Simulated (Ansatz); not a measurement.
## Electronic structure of SiGe3 in real space

```cif
data_structure
_symmetry_space_group_name_H-M 'P 1'
_symmetry_Int_Tables_number 1
_cell_length_a 7.9305
_cell_length_b 7.9305
_cell_length_c 9.7040
_cell_angle_alpha 90.000
_cell_angle_beta 90.000
_cell_angle_gamma 120.000
_cell_volume 528.55
loop_
_atom_site_label
_atom_site_type_symbol
_atom_site_fract_x
_atom_site_fract_y
_atom_site_fract_z
_atom_site_occupancy
Si1 Si 0.00000 0.00000 0.87766 1
Si2 Si 0.33333 0.66667 0.54433 1
Si3 Si 0.66667 0.33333 0.21100 1
Ge1 Ge 0.16474 0.32948 0.20731 1
Ge2 Ge 0.49807 0.99615 0.87397 1
Ge3 Ge 0.83141 0.66281 0.54064 1
Ge4 Ge 0.16474 0.83526 0.20731 1
Ge5 Ge 0.49807 0.50193 0.87397 1
Ge6 Ge 0.83141 0.16859 0.54064 1
Ge7 Ge 0.00385 0.50193 0.87397 1
Ge8 Ge 0.33719 0.16859 0.54064 1
Ge9 Ge 0.67052 0.83526 0.20731 1
Si4 Si 0.00000 0.00000 0.12234 1
Si5 Si 0.33333 0.66667 0.78900 1
Si6 Si 0.66667 0.33333 0.45567 1
Ge10 Ge 0.16859 0.33719 0.45936 1
Ge11 Ge 0.50193 0.00385 0.12603 1
Ge12 Ge 0.83526 0.67052 0.79269 1
Ge13 Ge 0.16859 0.83141 0.45936 1
Ge14 Ge 0.50193 0.49807 0.12603 1
Ge15 Ge 0.83526 0.16474 0.79269 1
Ge16 Ge 0.32948 0.16474 0.79269 1
Ge17 Ge 0.66281 0.83141 0.45936 1
Ge18 Ge 0.99615 0.49807 0.12603 1
```

Space group R-3m; a generated structure, not necessarily the stable one.

Method: DFT PBEsol, scalar-relativistic, plane waves, PAW (Ansatz 0.2.0).

The density is the valence pseudo-density of a PAW calculation; it isn't the true density close to the nuclei.

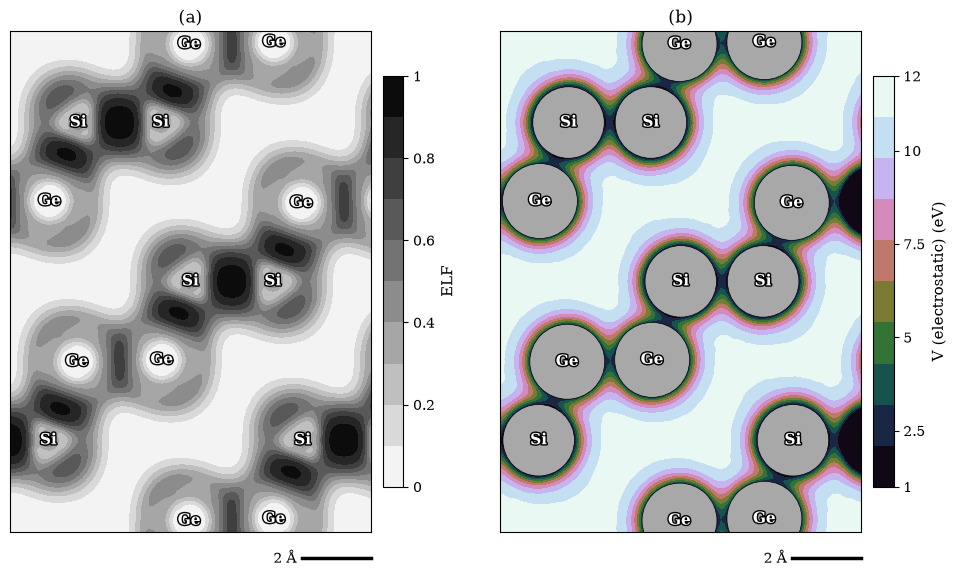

Figure 1. (a) ELF; (b) electrostatic potential energy of an electron on the (110) plane of the conventional cell. Grey discs cover the atomic cores in the potential map.

Read the bonding off the picture.

The plane passes through Si and Ge nuclei. Si–Si (2.37 Å): the ELF peaks at about 0.95 between the atoms; a shared electron pair. Si–Ge (2.41 Å): the ELF peaks at about 0.90 between the atoms; a shared electron pair. Ge–Ge (2.45 Å): the ELF peaks at about 0.75 between the atoms: a shared electron pair. Outside the cores the potential energy rises away from the atoms and is highest about 2.4 Å from the nearest atoms; its zero is arbitrary.

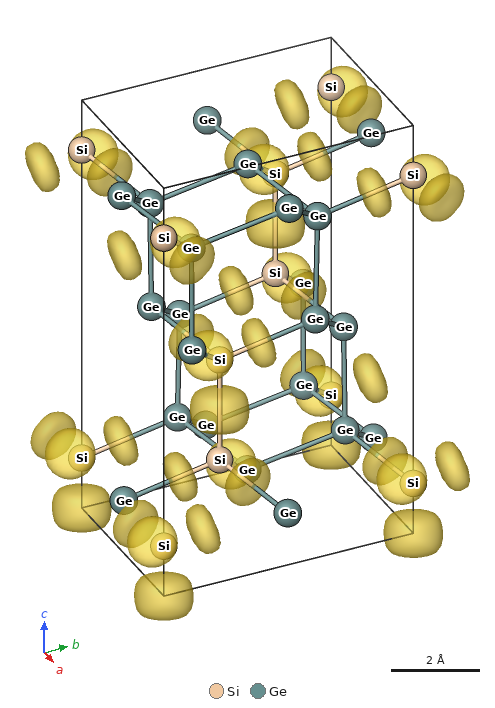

Figure 2. Isosurface of the ELF at 0.8 (yellow), seen slightly off an axis. Core shells and regions of very low density are left out. Sticks mark near contacts.

Describe the localisation domains.

The surface consists of 18 regions between bonded Ge–Si atoms (shared pairs) and three regions between bonded Si–Si atoms (shared pairs), counted in one cell of 24 atoms. Any copies at cell faces, edges or corners count once.
